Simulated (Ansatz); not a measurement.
**Cl$_{2}$Si (SiCl2): density, localisation and related maps**

Input

```
crystal:
  periodic: [false, false, false]
  atoms:
    - {symbol: Si, position_ang: [0.005134, -0.007027, -0.879118]}
    - {symbol: Cl, position_ang: [1.610146, -0.019305, 0.449164]}
    - {symbol: Cl, position_ang: [-1.615280, 0.026332, 0.429963]}
basis:
  gaussian: {orbitals: def2-TZVP, initial_orbitals: start.molden}
hamiltonian: {xc: pbe0, dispersion: d4}
output: {orbitals: {seedname: orbitals}}
```

Launched as:

```sh
ansatz run in.yaml --threads 4 --pin off --events-out ev --progress --plain --max-ram 3916MiB
```

Geometry: r2SCAN-D4/def2-TZVP.

Level of theory: RKS PBE0-D4/def2-TZVP (Ansatz).

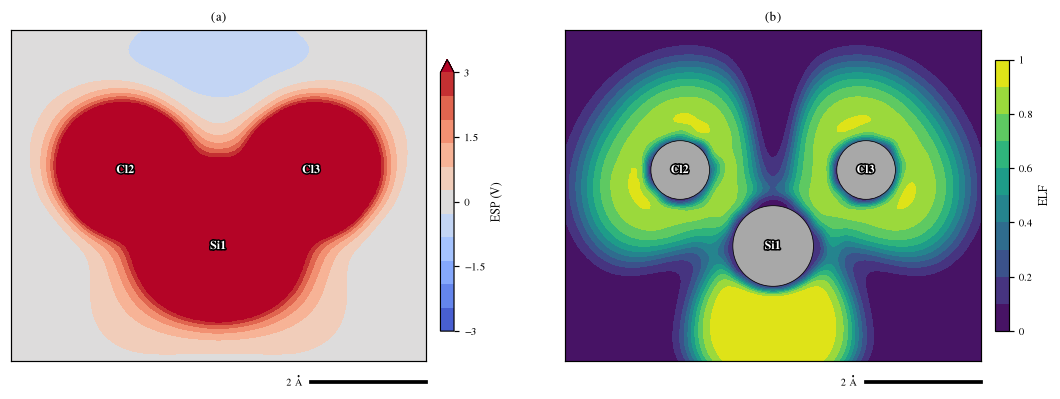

Figure 1. (a) electrostatic potential; (b) electron localisation function on the molecular plane. Grey discs cover the atomic cores in the ELF map.

Q: What does the map show?

A: The section cuts through Si and Cl sites. Si–Cl (2.08 Å): the ELF peaks at about 0.85 between the atoms, as expected for a shared but strongly polarised pair. The ELF also peaks beside Si1, Cl3 and Cl2, away from the bonds: lone-pair regions. Outside the dense part of the molecule the potential is most negative (−0.4 V) near Cl2 and Cl3.

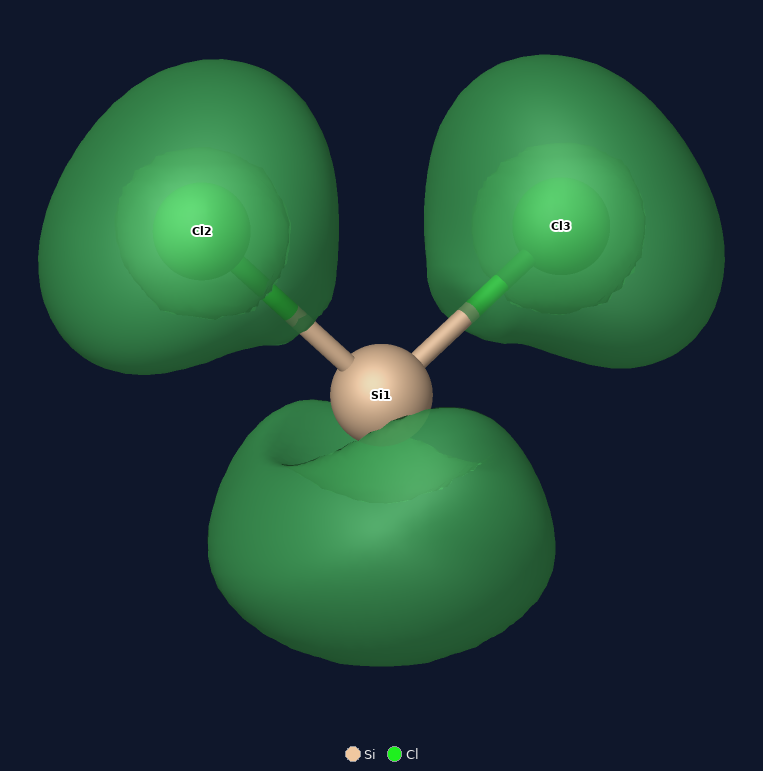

Figure 2. Isosurface of the ELF at 0.75 (green), seen at a tilt. Only the valence region is drawn (cores and ρ < 0.01 e/Å³ removed).

Q: Describe the localisation domains.

A: The surface consists of two regions on Cl in which the atom's valence shell and bonds are merged and one lobe on Si, pointing away from the bonds (lone pairs).

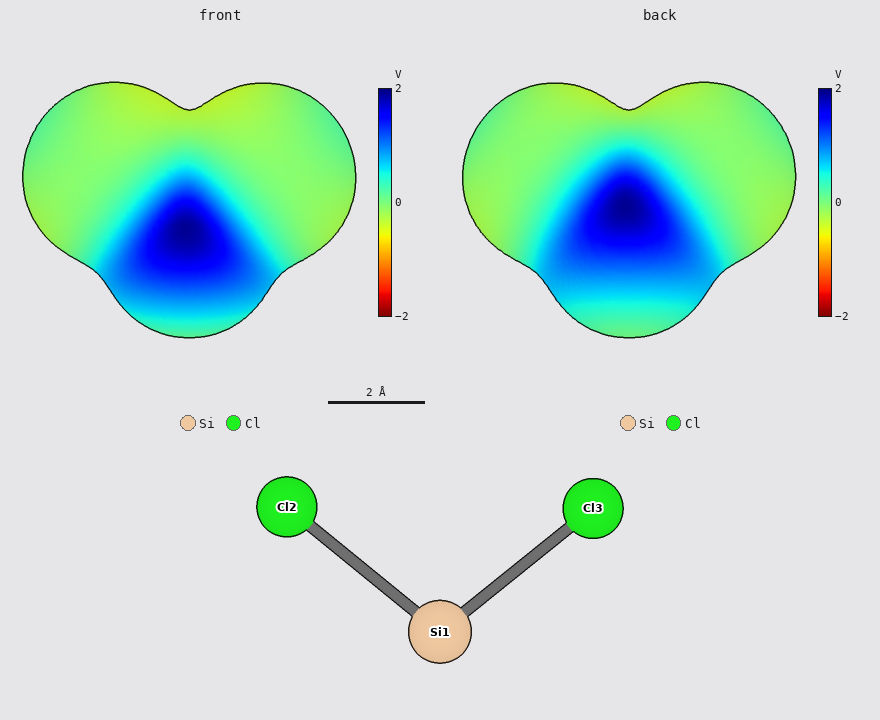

Figure 3. The electrostatic potential painted on the density surface at 0.002 e/bohr³, seen from the front and from behind; the colour scale runs from red (negative) to blue (positive). The bare structure is drawn below in the same view.

Q: Describe the electrostatic potential map.

A: The most negative region (about −0.4 V) lies over Cl2 and Cl3, the most positive (about +1.9 V) over Si1.
